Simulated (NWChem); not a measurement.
**One shape, several levels: CsBr (SMILES [Br][Cs])**

We compute a comparison of 6 runs (HF/3-21G, B2PLYP/def2-TZVPP, B3LYP/def2-TZVPP, BHLYP/def2-TZVPP, M06-2X/def2-TZVPP, MP3/def2-TZVPP) of CsBr. 

Program for the calculation: NWChem 7.3.0.

2 further runs of the same task are left out: 2 set aside as unsound or not needed.

## (1) The molecule

CsBr has 2 atoms, charge 0, and is taken as a singlet. SMILES: `[Br][Cs]`. The bond length is the measured one.

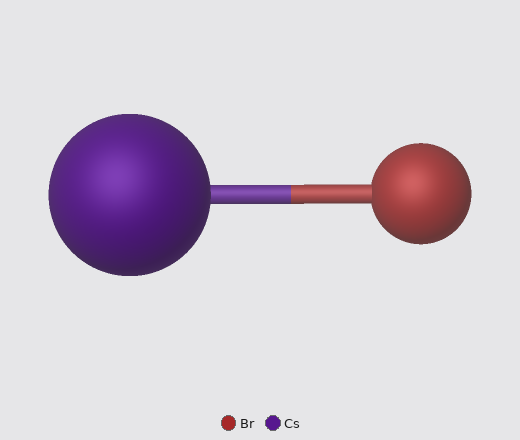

Viewed from a chosen angle; bromine red, caesium purple.

## (2) Energy and gradient at HF/3-21G (run 1)

File brcs.nw:

```
echo
start brcs
title "CsBr"
memory total 2200 mb
geometry units atomic noautosym nocenter noautoz
   Br     0.00000000     0.00000000     0.00000000
   Cs     0.00000000     0.00000000     5.80571298
end
basis spherical bse
   * library 3-21G
end
scf
   thresh 1e-08
   maxiter 80
   print medium
end
task scf gradient
```

Launch:

```bash
$ nwchem brcs.nw > brcs.out
```

Standard output:

```text
[...]
  functions       =    57
[...]
  wavefunction    = RHF
[...]
         Total SCF energy = -10090.196470430228
      One-electron energy = -14570.916298417265
      Two-electron energy =   4149.149871526669
 Nuclear repulsion energy =    331.569956460369
        Time for solution =      2.1s
[...]
                         RHF ENERGY GRADIENTS
    atom               coordinates                        gradient
                 x          y          z           x          y          z
   1 Br      0.000000   0.000000   0.000000   -0.000000   0.000000   0.025073
   2 Cs      0.000000   0.000000   5.805713    0.000000  -0.000000  -0.025073
[...]
```

Run time: 4.2 s. Hardware: 1 thread of AMD EPYC 9R45 (Zen 5), shared host; peak memory 0.1 GiB.

## (3) A single-point energy at B2PLYP/def2-TZVPP (core potential) (run 2)

File nw.xyz:

```xyz
2
BrCs
Br     0.000000     0.000000     0.000000
Cs     0.000000     0.000000     3.072251
```

File nw.nw:

```
START nw
TITLE "BrCs"
memory 2200 mb
GEOMETRY units angstroms noautosym nocenter noautoz
 load format xyz nw.xyz
END
BASIS spherical bse
 * library def2-TZVPP
END
ECP bse
 Cs library def2-TZVPP
END
DFT
 xc hfexch 0.53 becke88 0.47 lyp 0.73 mp2 0.27
 dftmp2 semidirect
 grid xfine
 convergence energy 1e-08
 maxiter 100
 mulliken
END
MP2
 freeze core 9
END
TASK dft energy
```

Launch:

```bash
$ nwchem nw.nw > nw.out
```

Standard output:

```text
[...]
          Wavefunction type:  closed shell.
          No. of atoms     :     2
          No. of electrons :    44
[...]
          Charge           :     0
          Spin multiplicity:     1
[...]
          AO basis - number of functions:    84
[...]
              XC Information
              --------------
                     Hartree-Fock (Exact) Exchange  0.530
                    Becke 1988 Exchange Functional  0.470
              Lee-Yang-Parr Correlation Functional  0.730
[...]
 d= 0,ls=0.0,diis     1  -2593.7758252359 -2.65D+03  9.48D-03  3.10D-01     1.6
[...]
 d= 0,ls=0.0,diis     8  -2593.8122501056 -1.91D-09  5.01D-07  2.28D-10     9.0
         Total DFT energy =    -2593.812250105552
      One electron energy =    -3728.646886030707
           Coulomb energy =     1174.618897730081
    Exchange-Corr. energy =      -94.041167713626
 Nuclear repulsion energy =       54.256905908699
[...]
      Total Density - Mulliken Population Analysis
     ---------------------------------------------
    Atom       Charge   Shell Charges
 -----------   ------   -------------------------------------------------------
    1 Br  35    35.77   2.00  2.00  1.16  0.78  0.99  1.03  6.00  5.93  1.33  2.69  1.85  8.96  1.02  0.01  0.02  0.00
    2 Cs   9     8.23  -0.32  1.60  0.73  0.05 -0.01  5.39  0.60  0.03  0.06  0.09  0.02  0.00
[...]
  Basis functions       =     84
[...]
```

Run time: 11 s. Hardware: 1 thread of AMD EPYC 9R45 (Zen 5), shared host; peak memory 0.22 GiB.

Run 3 isn't shown in full; the table further down has it.

## (4) Energy and forces at BHLYP/def2-TZVPP (core potential) (run 4)

File brcs.nw:

```
start brcs
memory total 2200 mb
charge 0

geometry units angstroms noautosym nocenter noautoz
   Br    0.000000    0.000000    0.000000
   Cs    0.000000    0.000000    3.072251
end

basis spherical bse
   * library def2-TZVPP
end

ecp bse
   Cs library def2-TZVPP
end

dft
   xc bhlyp
   grid xfine
   convergence energy 1e-08
   iterations 100
   mulliken
   print medium
end

task dft gradient
```

Launch:

```bash
$ nwchem brcs.nw > brcs.out
```

Standard output:

```text
[...]
          Wavefunction type:  closed shell.
          No. of atoms     :     2
          No. of electrons :    44
[...]
          Charge           :     0
          Spin multiplicity:     1
[...]
          AO basis - number of functions:    84
[...]
              XC Information
              --------------
                        BHLYP Method XC Functional
                     Hartree-Fock (Exact) Exchange  0.500
                        Slater Exchange Functional  0.500 local
                    Becke 1988 Exchange Functional  0.500 non-local
              Lee-Yang-Parr Correlation Functional  1.000
[...]
 d= 0,ls=0.0,diis     1  -2594.2985710549 -2.65D+03  9.57D-03  3.22D-01     1.6
[...]
 d= 0,ls=0.0,diis     8  -2594.3344165791 -1.67D-09  4.91D-07  2.12D-10     9.1
         Total DFT energy =    -2594.334416579130
      One electron energy =    -3728.769704715210
           Coulomb energy =     1174.745063994453
    Exchange-Corr. energy =      -94.566681767072
 Nuclear repulsion energy =       54.256905908699
[...]
      Total Density - Mulliken Population Analysis
     ---------------------------------------------
    Atom       Charge   Shell Charges
 -----------   ------   -------------------------------------------------------
    1 Br  35    35.77   2.00  2.00  1.16  0.78  1.00  1.03  6.00  5.93  1.34  2.69  1.84  8.96  1.02  0.01  0.02  0.00
    2 Cs   9     8.23  -0.32  1.60  0.72  0.05 -0.01  5.40  0.60  0.03  0.06  0.09  0.02  0.00
[...]
  wavefunction    = closed shell
                         DFT ENERGY GRADIENTS
    atom               coordinates                        gradient
                 x          y          z           x          y          z
   1 Br      0.000000   0.000000   0.000000    0.000000  -0.000000   0.004641
   2 Cs      0.000000   0.000000   5.805713   -0.000000   0.000000  -0.004641
[...]
```

Wall time 14 s (1 thread of AMD EPYC 9R45 (Zen 5), shared host); peak memory 0.13 GiB.

Run 5 isn't shown in full; the table further down has it.

## (5) A single-point energy at MP3/def2-TZVPP (core potential) (run 6)

File brcs.xyz:

```xyz
2
BrCs energy
Br     0.000000     0.000000     0.000000
Cs     0.000000     0.000000     3.072251
```

File brcs.nw:

```
START brcs
TITLE "BrCs energy"
memory stack 330 mb heap 110 mb global 1760 mb
charge 0

GEOMETRY units angstroms noautosym nocenter noautoz
load brcs.xyz
END

BASIS spherical bse
* library def2-TZVPP
END

ECP bse
Cs library def2-TZVPP
END

SCF
thresh 1e-08
maxiter 80
print medium
END

TCE
scf
mbpt3
freeze core 9
maxiter 60
END

TASK tce energy
```

Launch:

```bash
$ nwchem brcs.nw > brcs.out
```

Standard output:

```text
[...]
  functions       =    84
[...]
  wavefunction    = RHF
[...]
         Total SCF energy =  -2592.367197273723
      One-electron energy =  -3729.184824042386
      Two-electron energy =   1082.560720859965
 Nuclear repulsion energy =     54.256905908699
        Time for solution =     12.2s
[...]
         Wavefunction type : Restricted Hartree-Fock
          No. of electrons :    44
[...]
         Spin multiplicity : singlet
[...]
```

Wall time 23 s (1 thread of AMD EPYC 9R45 (Zen 5), shared host); peak memory 1.2 GiB.

## (6) All runs side by side

```csv
run,level,task,iteration cap,energy (Eh),dipole moment (D),HOMO energy (eV),LUMO energy (eV),wall time
1,HF/3-21G,gradient,80,-10090.196470,13.84,-6.96,0.31,4.2 s
2,B2PLYP/def2-TZVPP (core potential),energy,100,-2593.946580,11.03,-6.69,-0.81,11 s
3,B3LYP/def2-TZVPP (core potential),gradient,100,-2594.435567,10.65,-5.51,-1.41,14 s
4,BHLYP/def2-TZVPP (core potential),gradient,100,-2594.334417,11.00,-6.75,-0.93,14 s
5,M06-2X/def2-TZVPP (core potential),gradient,100,-2594.376624,10.89,-6.91,-1.19,17 s
6,MP3/def2-TZVPP (core potential),energy,80,-2592.803074,–,-8.41,-0.21,23 s
```

## (7) What came out

| quantity | value |
| --- | --- |
| run 6: total energy | -2592.80307 Eh |
| run 6: HOMO energy (Hartree–Fock orbitals) | -8.41 eV |
| run 6: LUMO energy (Hartree–Fock orbitals) | -0.21 eV |
| run 6: HOMO–LUMO gap (Hartree–Fock orbitals) | 8.20 eV |
| run 6: correlation energy (9 core orbitals frozen) | -435.9 mEh |

In words: Over runs 1, 2, 3, 4, 5 the dipole moment (its size) runs from 10.65 D (B3LYP/def2-TZVPP) to 13.84 D (HF/3-21G). The two ends differ in method and basis and core potential. Over runs 1, 2, 3, 4, 5 the HOMO–LUMO gap runs from 4.10 eV (B3LYP/def2-TZVPP) to 7.27 eV (HF/3-21G). Totals of different functionals can't be ranked against each other. Some runs of one species differ in core potentials or relativity; totals across that change don't compare. In run 1 relativity is left out where basis or elements ask for it. All runs together took 83 s, the longest 23 s.
